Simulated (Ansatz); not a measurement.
Run report: C3H9FGeS3, single-point calculation

The run: single-point calculation of C3H9FGeS3, multiplicity 5. Method and program: UKS HSE06-d3bj/6-31G (Ansatz 0.2.0).

Some settings of this run were made unusual or wrong on purpose. The geometry comes from this level: PBE0-D4/def2-TZVP. Figures and captions count atoms from 1; the log counts them from 0 in places.

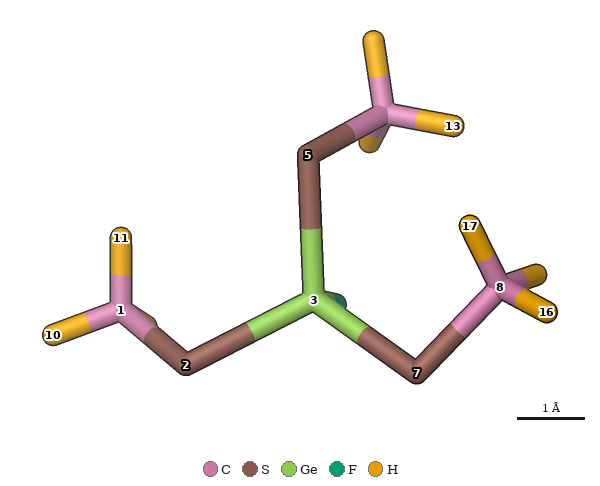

Fig. 1: The structure as given in the input (stick view, seen at a tilt; atoms are numbered from 1 in the order of the input). Sticks mark near contacts. Bond lengths as drawn: C–H 1.09 Å, C–S 1.81 to 1.82 Å, F–Ge 1.75 Å and Ge–S 2.19 to 2.21 Å.

### The input
```yaml
crystal:
  periodic: [false, false, false]
  atoms:
    - {symbol: C, position_ang: [-0.620519, -2.838189, -1.714428]}
    - {symbol: S, position_ang: [-0.658007, -1.198473, -2.497602]}
    - {symbol: Ge, position_ang: [-0.443889, 0.023406, -0.696884]}
    - {symbol: F, position_ang: [-1.592673, -0.554686, 0.494377]}
    - {symbol: S, position_ang: [1.505371, -0.290719, 0.294071]}
    - {symbol: C, position_ang: [1.041877, -0.096239, 2.040156]}
    - {symbol: S, position_ang: [-0.913415, 2.098987, -1.230419]}
    - {symbol: C, position_ang: [0.010684, 2.993585, 0.049131]}
    - {symbol: H, position_ang: [-1.473281, -2.969444, -1.051042]}
    - {symbol: H, position_ang: [-0.678902, -3.561808, -2.527107]}
    - {symbol: H, position_ang: [0.310274, -2.986030, -1.168151]}
    - {symbol: H, position_ang: [0.155564, -0.681915, 2.271866]}
    - {symbol: H, position_ang: [0.875331, 0.950104, 2.292111]}
    - {symbol: H, position_ang: [1.886771, -0.471126, 2.617486]}
    - {symbol: H, position_ang: [-0.498411, 2.938888, 1.010491]}
    - {symbol: H, position_ang: [0.046682, 4.033288, -0.275296]}
    - {symbol: H, position_ang: [1.027444, 2.609971, 0.131442]}
basis:
  gaussian: {orbitals: 6-31G}
magnetization: {spin_polarized: true, initial_magnetization: 4}
hamiltonian: {xc: {name: HSE06}, dispersion: d3bj}
output: {forces: true}
```

Machine: 5 CPU threads, shared host.

Command:
```bash
ansatz run in.yaml --threads 5 --pin off --events-out ev --progress --plain --max-ram 66560MiB --backend cpu
```

### Output
```
Functional definition: HSE06
  name "HSE06"
  cite "Heyd, Scuseria & Ernzerhof, J. Chem. Phys. 118, 8207 (2003) doi:10.1063/1.1564060"
  cite "Krukau, Vydrov, Izmaylov & Scuseria, J. Chem. Phys. 125, 224106 (2006) doi:10.1063/1.2404663"
  cite "Heyd & Scuseria, J. Chem. Phys. 120, 7274 (2004) doi:10.1063/1.1668634"
  cite "Ernzerhof & Perdew, J. Chem. Phys. 109, 3313 (1998) doi:10.1063/1.476928"
  cite "Perdew, Burke & Ernzerhof, Phys. Rev. Lett. 77, 3865 (1996) doi:10.1103/PhysRevLett.77.3865"
  parent pbe
  parameter a = 0.25
  parameter omega = 0.11/bohr
  # The whole range is PBE's own exchange, as in plane waves. The composition of these papers is wPBEh.
  exchange = pbe_x - a*pbe_x_sr(omega) + a*exact_x_sr(omega)
  correlation = pbe_c
1421 factors; integrals over basis functions are off by at most 2.0e-4 eV
166 factors; integrals over basis functions are off by at most 2.2e-7 eV
mean field evaluation 1: about -94942.6241 eV, gradient 4.4e1 eV
mean field evaluation 2: about -94903.2744 eV, gradient 1.0e2 eV
mean field evaluation 4: about -94950.1785 eV, gradient 1.2e1 eV
mean field evaluation 8: about -94951.6858 eV, gradient 1.7e0 eV
mean field evaluation 16: about -94952.0237 eV, gradient 8.2e-2 eV
mean field evaluation 32: about -94952.0239 eV, gradient 1.4e-4 eV
mean field evaluation 64: about -94951.4758 eV, gradient 3.0e0 eV
mean field evaluation 96: about -94951.8770 eV, gradient 5.7e-1 eV
mean field -94952.02389071 eV, -3489.4225171902 hartree, gradient 2.9e-5 eV, S^2 6.007063; 10 other end points of the search recorded, 0 dependent functions left out
the calculation of the forces begins
reference -94952.02393290 eV, -3489.4225187408 hartree; 60, 56 occupied and 62, 66 virtual orbitals, 1421 factors
Total energy: -94952.46627714 eV, -3489.4387745918 hartree
Atom 0 at    -0.620519    -2.838189    -1.714428 Å, force    -0.145683    -1.476109    -0.298454 eV/Å
Atom 1 at    -0.658007    -1.198473    -2.497602 Å, force    -1.232733    -1.242136    -3.508159 eV/Å
Atom 2 at    -0.443889     0.023406    -0.696884 Å, force     0.633715     0.802349     0.268151 eV/Å
Atom 3 at    -1.592673    -0.554686     0.494377 Å, force    -2.371094    -1.401495     1.671179 eV/Å
Atom 4 at     1.505371    -0.290719     0.294071 Å, force     4.467496    -0.777710    -0.885970 eV/Å
Atom 5 at     1.041877    -0.096239     2.040156 Å, force     0.414200    -0.563848     3.340021 eV/Å
Atom 6 at    -0.913415     2.098987    -1.230419 Å, force    -1.739609     3.504292    -2.220020 eV/Å
Atom 7 at     0.010684     2.993585     0.049131 Å, force     0.368289     0.872994     0.482388 eV/Å
Atom 8 at    -1.473281    -2.969444    -1.051042 Å, force    -0.059408     0.084784     0.191144 eV/Å
Atom 9 at    -0.678902    -3.561808    -2.527107 Å, force     0.060841    -0.233405     0.168711 eV/Å
Atom 10 at     0.310274    -2.986030    -1.168151 Å, force     0.155852     0.036204     0.163082 eV/Å
Atom 11 at     0.155564    -0.681915     2.271866 Å, force    -0.493883     0.053058    -0.105759 eV/Å
Atom 12 at     0.875331     0.950104     2.292111 Å, force    -0.231157     0.362313    -0.081460 eV/Å
Atom 13 at     1.886771    -0.471126     2.617486 Å, force     0.074739     0.098609     0.435589 eV/Å
Atom 14 at    -0.498411     2.938888     1.010491 Å, force    -0.051663    -0.156770     0.204504 eV/Å
Atom 15 at     0.046682     4.033288    -0.275296 Å, force     0.061347     0.096746     0.115664 eV/Å
Atom 16 at     1.027444     2.609971     0.131442 Å, force     0.088753    -0.059876     0.059391 eV/Å
Dipole moment:     0.287077    -0.021825     0.310289 e Å
```

### What the run reported

```tsv
quantity	value
outcome	converged
total energy	−94952.4663 eV
mean-field energy	−94952.0239 eV
dispersion energy	−0.4423 eV
⟨S²⟩	6.007
SCF solution under orbital rotations	stable
largest force (length of the vector)	4.620 eV/Å
dipole moment	2.03 D
wall time	62 s (CPU time 2.4 min)
peak memory	1 GiB
```

### What went wrong

This input holds a deliberate fault: spin. The program still converged, but the numbers can't be taken as results for the intended system.
